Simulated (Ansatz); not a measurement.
```xyz
7

Si   -0.0612    0.0461   -0.7943
N     1.4744   -0.1568    1.7761
H     0.6748   -0.8069    1.7824
H     1.1196    0.8087    1.8181
H     1.9890   -0.2836    0.8771
F    -0.6788    1.4323   -0.1927
F    -0.9667   -1.0398    0.0327
```

Not at a stationary point (largest force 0.9 eV/Å).

Theory: Ansatz, RKS LDA/def2-SVP.

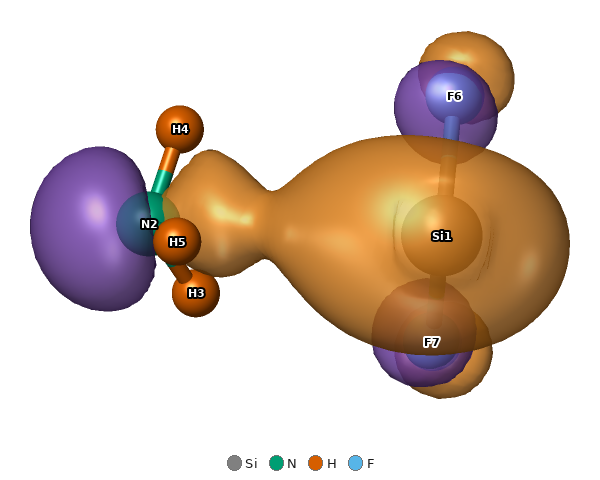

F$_{2}$Si···NH$_{3}$. The HOMO−1 at ±0.15 Å⁻³ᐟ² (orange and purple are the two phases), seen at a tilt.

Q: Where does this orbital lie, and at what energy?

A: By Hirshfeld shares it lies mainly on Si1 (about 50 %), N2 (about 25 %), F7 (about 10 %) and F6 (about 10 %). Its energy is −7.33 eV.
